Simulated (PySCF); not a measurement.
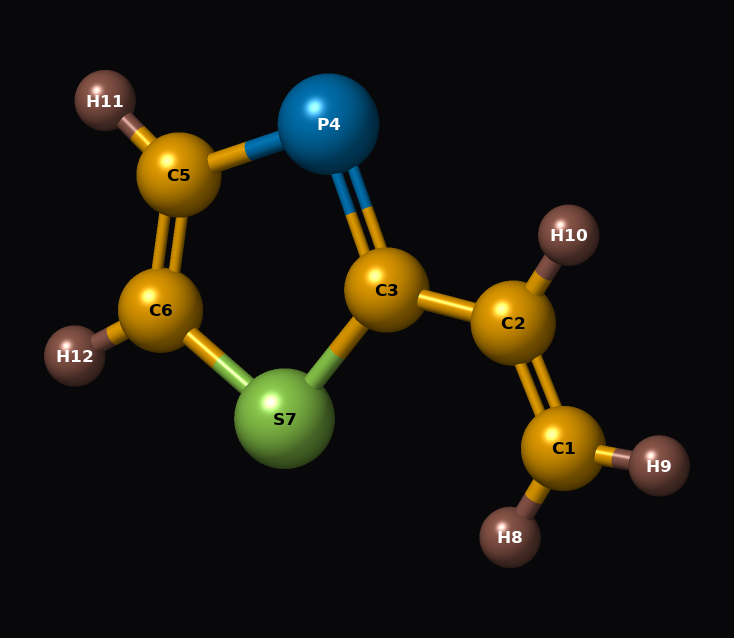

The computed structure is the end point of a GFN2-xTB optimisation. No frequency run is at hand to confirm it as a minimum.

Which atoms are bonded, and how long are the bonds?

```tsv
bond	length (Å)	order
C1–C2	1.332	double
C1–H8	1.078	single
C1–H9	1.075	single
C2–C3	1.437	single
C2–H10	1.083	single
C3–P4	1.727	aromatic
C3–S7	1.739	aromatic
P4–C5	1.763	aromatic
C5–C6	1.352	aromatic
C5–H11	1.079	single
C6–S7	1.713	aromatic
C6–H12	1.076	single
```
